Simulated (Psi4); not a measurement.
Two rigid molecules brought together: C2H2 ··· CH4O (SMILES C#C and CO). Monomers: optimised at B3LYP-D3(BJ) (def2-TZVP), held rigid. Orientation: lowest of the rigid-body minima from ten starts at GFN2-xTB. Only R, the distance of the centres of mass, is varied, so the lowest point isn't the relaxed dimer.

Calculation: SAPT0/jun-cc-pVDZ, frozen core in Psi4 1.11.

Components in kcal/mol:

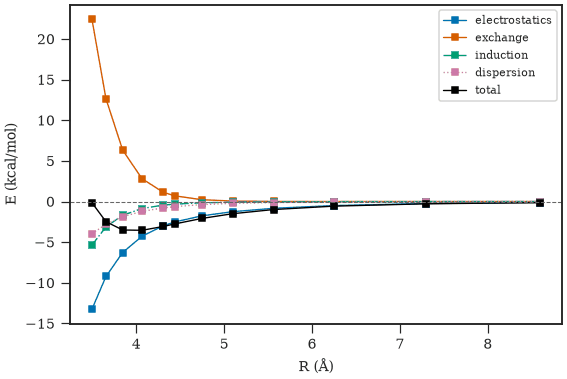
Figure. Components of the interaction energy.

```csv
R / Å,electrostatics,exchange,induction,dispersion,total
3.49,-13.25,22.44,-5.36,-3.98,-0.14
3.65,-9.21,12.64,-3.12,-2.78,-2.48
3.84,-6.27,6.32,-1.69,-1.86,-3.50
4.06,-4.27,2.81,-0.87,-1.21,-3.54
4.30,-2.99,1.15,-0.45,-0.78,-3.07
4.43,-2.52,0.71,-0.32,-0.63,-2.76
4.74,-1.77,0.22,-0.16,-0.38,-2.08
5.09,-1.25,0.06,-0.08,-0.23,-1.50
5.56,-0.83,0.01,-0.04,-0.12,-0.98
6.24,-0.50,0.00,-0.02,-0.06,-0.57
7.29,-0.25,0.00,-0.01,-0.02,-0.28
8.59,-0.13,0.00,0.00,-0.01,-0.13
```
